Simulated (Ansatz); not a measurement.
**How methods differ on [SiCl3]+ (SMILES Cl[Si+](Cl)Cl)**

The species is [SiCl3]+ (4 atoms), meant as a singlet with charge +1. SMILES: `Cl[Si+](Cl)Cl`. Geometry: optimised at B3LYP/def2-SVP.

Quantity: the adiabatic electron affinity (to the doublet neutral, shapes relaxed at B3LYP/def2-SVP, no zero-point term), in eV. The values are calculated.

The electron affinity is E(neutral) − E(anion): positive where the electron is bound.

```json
{"level": "HF/def2-TZVP", "kind": "Hartree–Fock", "program": "Ansatz", "value (eV)": "7.58", "less CCSD(T)/def2-TZVP": "-0.12"}
{"level": "SVWN5/def2-TZVP", "kind": "LDA", "program": "Ansatz", "value (eV)": "7.79", "less CCSD(T)/def2-TZVP": "+0.09"}
{"level": "r2SCAN/def2-TZVP", "kind": "meta-GGA", "program": "Ansatz", "value (eV)": "7.94", "less CCSD(T)/def2-TZVP": "+0.24"}
{"level": "PBE0-D4/def2-TZVP", "kind": "global hybrid", "program": "Ansatz", "value (eV)": "7.91", "less CCSD(T)/def2-TZVP": "+0.21"}
{"level": "wB97M-V/def2-TZVP", "kind": "range-separated hybrid", "program": "Ansatz", "value (eV)": "7.70", "less CCSD(T)/def2-TZVP": "0.00"}
{"level": "B2PLYP/def2-TZVP", "kind": "double hybrid", "program": "Ansatz", "value (eV)": "7.77", "less CCSD(T)/def2-TZVP": "+0.07"}
{"level": "RPA@PBE/def2-TZVP", "kind": "RPA", "program": "Ansatz", "value (eV)": "7.95", "less CCSD(T)/def2-TZVP": "+0.25"}
{"level": "CCSD(T)/def2-TZVP", "kind": "coupled cluster or CI", "program": "Ansatz", "value (eV)": "7.70", "less CCSD(T)/def2-TZVP": "0.00"}
```

CCSD(T)/def2-TZVP is the highest level here, not the true value. The values span 7.58 to 7.95 eV.

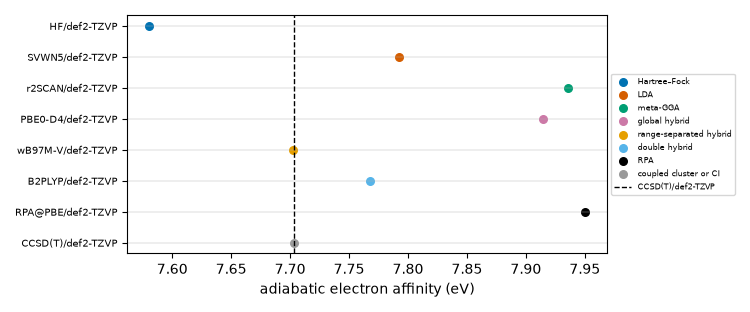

The values of the table, level by level.
